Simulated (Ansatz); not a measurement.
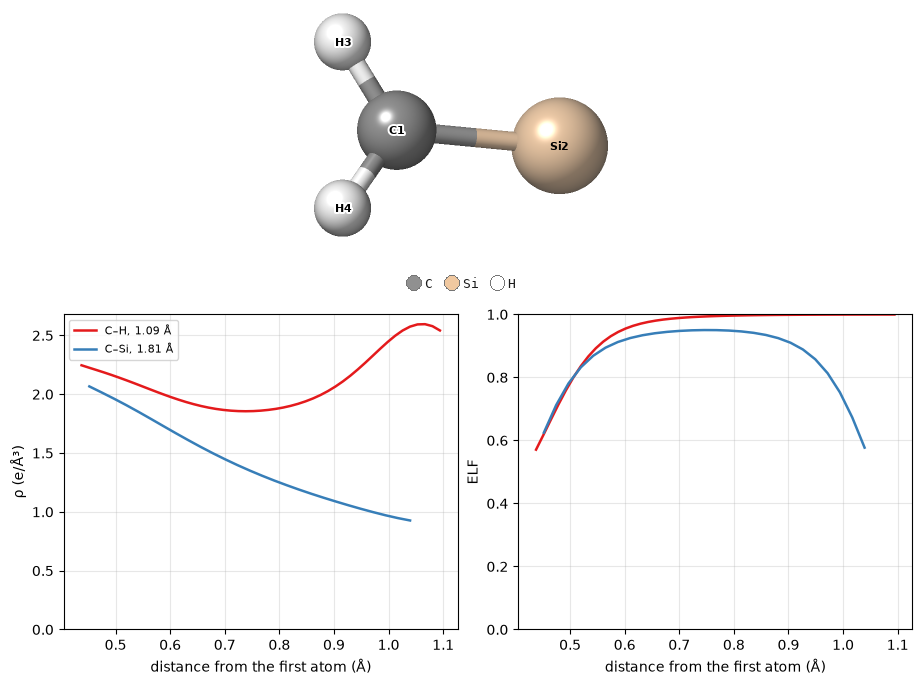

*CH₂Si (charge +1, doublet). Total electron density and electron localisation function along straight lines between neighbouring atoms. The curves leave out the atomic cores. The structure is drawn too.*

Geometry: PBE0-D4/def2-TZVP.

All numbers below come from isolated molecule in a Gaussian basis; Kohn-Sham density functional theory, functional PBE0 in Ansatz 0.2.0.

### Compare the contacts.

C–H (1.09 Å): ρ at the midpoint is about 2.1 e/Å³; the ELF climbs to about 1 towards the hydrogen, as it does in any bond to H (an ordinary covalent bond to hydrogen).
C–Si (1.81 Å): the density is about 1.1 e/Å³ at the midpoint; the ELF peaks at about 0.95 between the atoms (a covalent bond).
